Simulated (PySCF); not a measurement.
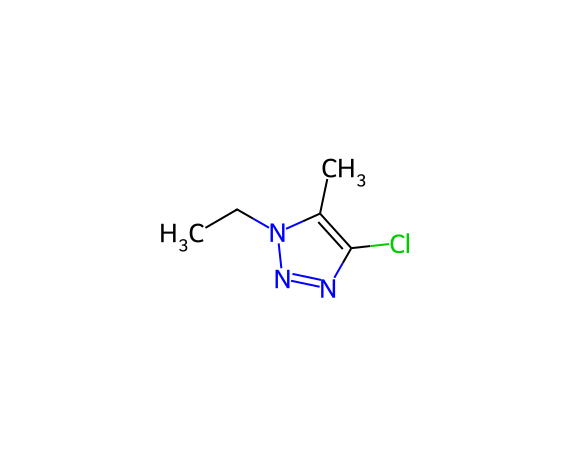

The geometry was computed by an optimisation with GFN2-xTB. No frequency run is at hand to confirm it as a minimum. Properties computed with PBE0/pcSseg-1, gas phase (PySCF 2.14.0).

Question: Give the dipole moment at this level.

Answer: 5.73 D.

Question: Give the HOMO energy (Kohn–Sham orbital) at this level.

Answer: −7.05 eV.

Question: Estimate the LUMO energy (Kohn–Sham orbital).

Answer: −0.14 eV.
